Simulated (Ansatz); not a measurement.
The starting structures come from a database of crystals and need not be the phases stable at ambient conditions.

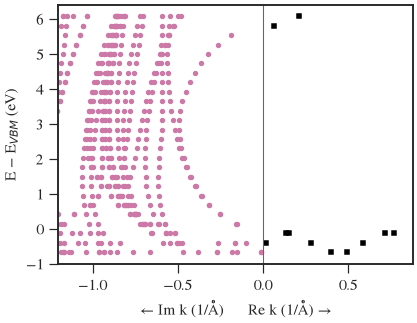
Figure. Complex bands at the centre of the two-dimensional zone; r2SCAN in Ansatz (a first-principles code)

The gap is the functional's own. No spin-orbit coupling. Mid-gap values are interpolated on the energy grid.

Problem. This is Rb3YF6 (I4/mmm, not sure to be the ambient phase, 10 atoms a cell, 24.8 Å³ an atom) along the normal of (100). Read off the slowest decay at the centre of the two-dimensional zone at 2.83 eV, the computed energy nearest the middle of the gap.

Solution. κ ≈ 0.49 1/Å, a decay length 1/(2κ) of the density of 1.0 Å.
